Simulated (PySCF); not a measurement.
## CH2OSi: a changed input and its effect

System: CH2OSi.
Method of the first run: RKS r2SCAN-D4/def2-TZVPP, density fitting (PySCF 2.14.0).

The geometry comes from this level: PBE0-D4/def2-TZVP. Text and figures count atoms from 1; the logs count them from 0 in places.

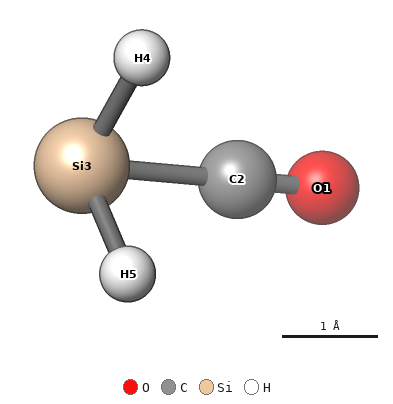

The structure as given in the input (ball-and-stick view, seen at a tilt; atoms are numbered from 1 in the order of the input). Bond lengths as drawn: C–O 1.13 Å, C–Si 1.87 Å and H–Si 1.51 Å.

**The input, the first run**
```python
import json, numpy as np
from pyscf import gto, scf, dft, mp, cc
EV, BOHR = 27.211386245988, 0.529177210903
mol = gto.M(atom="""
O 0.590437 -1.162617 1.581797
C 0.166880 -0.485933 0.776652
Si -0.749602 0.684890 -0.350141
H -0.621745 -0.389620 -1.408643
H 0.587069 1.358875 -0.574889
""", basis="def2-tzvpp", charge=0, spin=0, max_memory=4335, verbose=0)
def mean_field(mol, dm=None):
    mf = dft.RKS(mol, xc="r2scan").density_fit()
    mf.conv_tol = 1e-9; mf.grids.level = 4
    mf.kernel(dm0=dm)
    if not mf.converged: mf = mf.newton().run(mf.mo_coeff, mf.mo_occ)
    assert mf.converged
    return mf
def d4(mol):
    from pyscf.dispersion.dftd4 import DFTD4Dispersion
    real = gto.M(atom=[(mol.atom_pure_symbol(i), mol.atom_coord(i)) for i in range(5)], unit='B', charge=mol.charge, spin=None, basis='def2-svp', verbose=0)
    r = DFTD4Dispersion(real, xc="r2scan", atm=True).get_dispersion(grad=True); return r["energy"], r["gradient"]
def energy_and_gradient(mol, dm=None):
    mf = mean_field(mol, dm); e, g = d4(mol)
    return mf, (mf.e_tot + e) * EV, (mf.nuc_grad_method().kernel()[:5] + g) * EV / BOHR
out = {}
mf = mean_field(mol); e = d4(mol)[0]
out.update(energy=(mf.e_tot + e) * EV, converged=True, dispersion=e * EV)
out['s2'] = mf.spin_square()[0]; out['nelec'] = mol.nelec
print(f"Total energy {out['energy']:.6f} eV, <S^2> {out['s2']:.4f}")
json.dump(out, open("out.json", "w"), default=float)
```

Launched with:
```bash
OMP_NUM_THREADS=2 python run.py
```

Hardware: 2 threads of Arm Neoverse V1, 23 GiB of memory available, shared host.

**Output (the first run)**
```
Total energy -10991.751054 eV, <S^2> 0.0000
```

The input of the second run differs as follows (lines with − go, lines with + come):
```diff
-    mf = dft.RKS(mol, xc="r2scan").density_fit()
+    mf = dft.RKS(mol, xc="pbe").density_fit()
-    r = DFTD4Dispersion(real, xc="r2scan", atm=True).get_dispersion(grad=True); return r["energy"], r["gradient"]
+    r = DFTD4Dispersion(real, xc="pbe", atm=True).get_dispersion(grad=True); return r["energy"], r["gradient"]
```

How does the second run compare with the first run?

The total energies belong to different models, so their difference says nothing on which is more stable or more accurate. The functional changes from r2SCAN to PBE. On the same kind of shared host the second run took about 0.46 times as long.

**Output (the second run)**
```
Total energy -10986.781540 eV, <S^2> 0.0000
```

**The two runs side by side**

| quantity | the first run | the second run |
| --- | --- | --- |
| outcome | converged | converged |
| total energy (hartree) | −403.939401 | −403.756775 |
| basis functions | 132 | 132 |
| wall time (shared host) | 16 s | 7.4 s |
